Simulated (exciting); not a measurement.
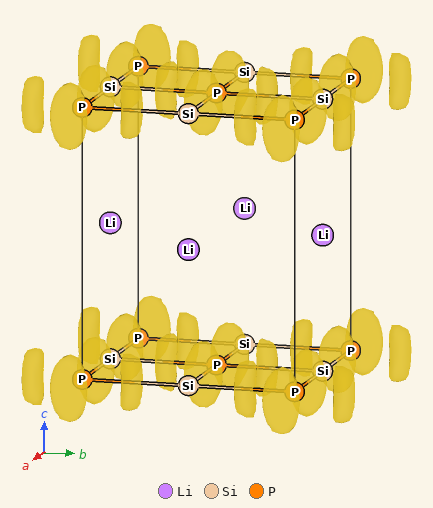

Figure 1: LiSiP. Isosurface of the ELF at 0.8 (yellow), seen slightly off an axis. Core shells and regions of very low density are left out. Sticks mark near contacts.

Space group Cmmm; a generated structure, not necessarily the stable one.

Level of theory: Kohn-Sham DFT of a periodic cell, PBE, all-electron LAPW+lo, shipped species files (exciting).

```cif
data_structure
_symmetry_space_group_name_H-M 'P 1'
_symmetry_Int_Tables_number 1
_cell_length_a 4.0577
_cell_length_b 4.3198
_cell_length_c 5.4450
_cell_angle_alpha 90.000
_cell_angle_beta 90.000
_cell_angle_gamma 90.000
_cell_volume 95.44
loop_
_atom_site_label
_atom_site_type_symbol
_atom_site_fract_x
_atom_site_fract_y
_atom_site_fract_z
_atom_site_occupancy
Li1 Li 0.00000 0.50000 0.50000 1
Li2 Li 0.50000 0.00000 0.50000 1
Si1 Si 0.00000 0.50000 0.00000 1
Si2 Si 0.50000 0.00000 0.00000 1
P1 P 0.00000 0.00000 0.00000 1
P2 P 0.50000 0.50000 0.00000 1
```

Q: What do the ELF domains correspond to?

A: The ELF exceeds this value in eight regions between bonded P–Si atoms (shared pairs), counted in one cell of 6 atoms. Regions shared between cells count once.

Values along the shortest contacts:
Si–P (2.03 Å): the ELF peaks at about 0.90 between the atoms (a covalent bond). Li–Si (2.72 Å): the ELF peaks at about 0.80 in the valence shell of Si, 1.1 Å from its nucleus, and is about 0.70 at the midpoint.
